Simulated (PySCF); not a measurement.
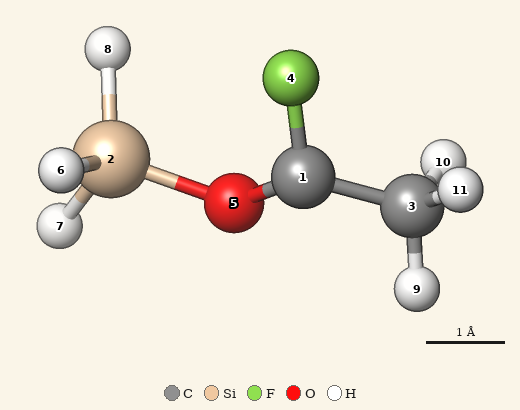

The structure as given in the input (ball-and-stick view, seen at a tilt; atoms are numbered from 1 in the order of the input). Bond lengths as drawn: C–C 1.48 Å, C–F 1.36 Å, C–H 1.10 to 1.11 Å, C–O 1.34 Å, H–Si 1.49 Å and O–Si 1.69 Å.

**EPR calculation, with input and output: C₂H₆FOSi**

The run: EPR calculation of C₂H₆FOSi, multiplicity 2. Method and program: UKS BHandHLYP, IGLO-III on C F O Si, pcH-1 on H, non-relativistic, mean-field spin-orbit, GIAO (PySCF 2.14.0).

Input
```
{"job": {"kind": "epr", "xc": "BHandHLYP"}, "charge": 0, "multiplicity": 2}
C     -0.651553     0.345793     0.038717
Si     1.988683     0.134830    -0.439337
C     -1.933047    -0.370123     0.246580
F     -0.297573     1.152245     1.068785
O      0.379804    -0.387923    -0.405586
H      2.069832     1.486940    -1.062458
H      2.689520    -0.877739    -1.270577
H      2.570379     0.163791     0.931298
H     -2.204129    -0.919291    -0.664493
H     -1.845650    -1.097693     1.076383
H     -2.733428     0.341016     0.490851
```

The first line tells a small driver script what to run in PySCF; the rest is the geometry in Å.

Machine: 1 CPU thread, shared host.

Launched with:
```bash
OMP_NUM_THREADS=1 python <driver script> task.json out
```

The program's output
```
UKS, coarse grid
  cycle   1  E = -544.24964507  |g| = 5.29e-01
  cycle   2  E = -544.23814912  |g| = 5.99e-01
  cycle   3  E = -544.35030475  |g| = 5.06e-02
  cycle   4  E = -544.35143254  |g| = 2.69e-02
  cycle   5  E = -544.35176058  |g| = 9.80e-03
  cycle   6  E = -544.35181018  |g| = 3.29e-03
  cycle   7  E = -544.35182056  |g| = 1.26e-03
  cycle   8  E = -544.35182178  |g| = 3.71e-04
UKS, final grid
  cycle   1  E = -544.35180791  |g| = 2.25e-04
  cycle   2  E = -544.35180794  |g| = 1.50e-04
  cycle   3  E = -544.35180796  |g| = 5.58e-05
  cycle   4  E = -544.35180796  |g| = 3.22e-05
  cycle   5  E = -544.35180796  |g| = 7.98e-06
E = -544.35180796 Eh   <S^2> = 0.7540 (exact 0.7500)
g shifts (ppm)      1          2          3
  rmc          -222       -222       -222
  gc             14         43         36
  oz_so        -154       1498       1980
  total        -362       1319       1794
hyperfine (MHz)  atom isotope    a_iso     a_fc   dipolar eigenvalues
    0   13C     386.63     386.66    -77.43    -75.77    153.20
    1  29Si      -1.18      -1.19     -1.26      0.52      0.73
    2   13C      25.49      25.49     -5.01     -3.10      8.11
    3   19F     296.71     296.43   -183.78   -155.04    338.82
    4   17O     -23.84     -23.85    -41.20     19.52     21.68
    5    1H       2.33       2.33     -2.65     -2.40      5.05
    6    1H      -2.03      -2.03     -1.84     -1.51      3.35
    7    1H       4.75       4.75     -1.77     -1.74      3.51
    8    1H       9.76       9.76     -6.38     -4.98     11.36
    9    1H     103.01     103.01     -4.23     -2.45      6.69
   10    1H      16.88      16.87     -6.47     -5.13     11.60
```

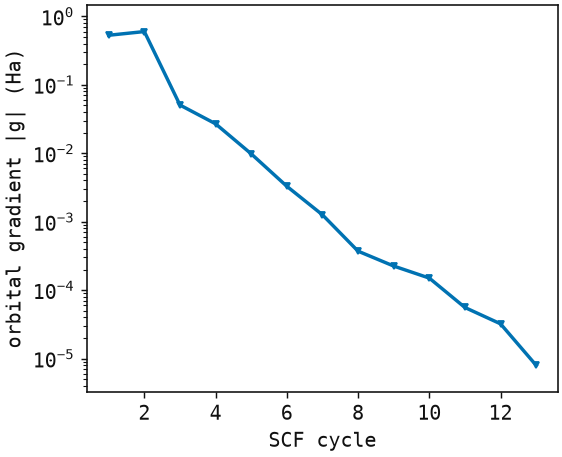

Convergence of the self-consistent field: orbital gradient |g| against the SCF cycle. All cycles printed in the log are drawn one after another.

Results in brief

| quantity | value |
| --- | --- |
| outcome | converged |
| total energy | −544.351808 hartree |
| ⟨S²⟩ | 0.754 |
| isotropic g | 2.0032 |
| wall time | 41 s |
| peak memory | 0.86 GiB |
